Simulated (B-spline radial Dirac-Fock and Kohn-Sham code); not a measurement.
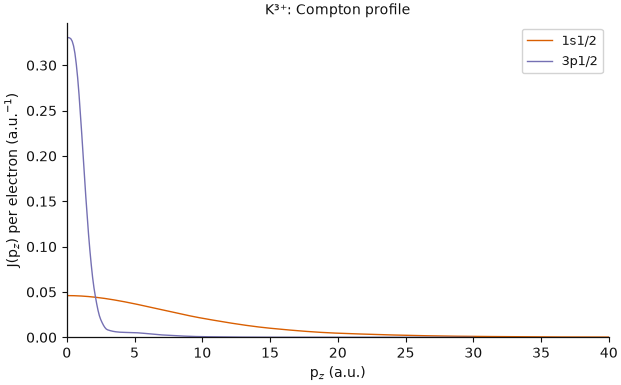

Compton profiles of the subshells 1s1/2 and 3p1/2, per electron. System: the ion K³⁺, configuration [Ne] 3s2 3p4. Level of theory: the impulse approximation on Dirac–Fock orbitals (average of configuration); calculated with a B-spline radial code. Open shells are averaged over j.

Which of them has the largest mean momentum?

Answer. 1s1/2, ⟨p⟩ = 15.9 a.u.

Which of the subshells shown has the highest J(0), and what does that say?

Answer. 3p1/2, J(0) = 0.330 a.u.⁻¹. J(0) is half the mean of 1/p, so of those shown it has the most weight at low momentum.
